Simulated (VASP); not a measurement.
Band structure of ZnS (wurtzite). Level of theory: modified Becke-Johnson potential (mBJ), VASP's PBE PAW potentials (set 64) (plane waves; VASP 6.6.1).

mBJ is a potential without an energy functional, so only the levels count.

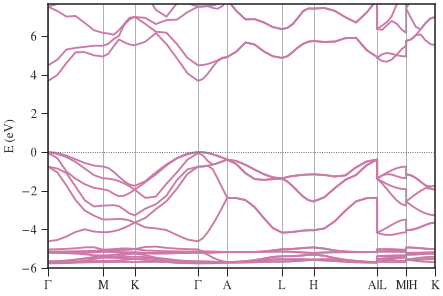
*Bands along high-symmetry lines, zero at the valence-band maximum or, without a gap, the Fermi level*

Read the plot: is there a gap, and where are the band edges?

The gap is direct, 3.68 eV, from the valence maximum at Γ to the conduction minimum at Γ.

Measured: gap 3.91 eV (computed value off by -0.23 eV), as given by Mehmet Aras et al., The Journal of Chemical Physics (2014), arXiv:1312.4272.

The compound is ZnS in the wurtzite structure, the high-temperature form. It was relaxed first. The cell's shape comes from a PBE relaxation.
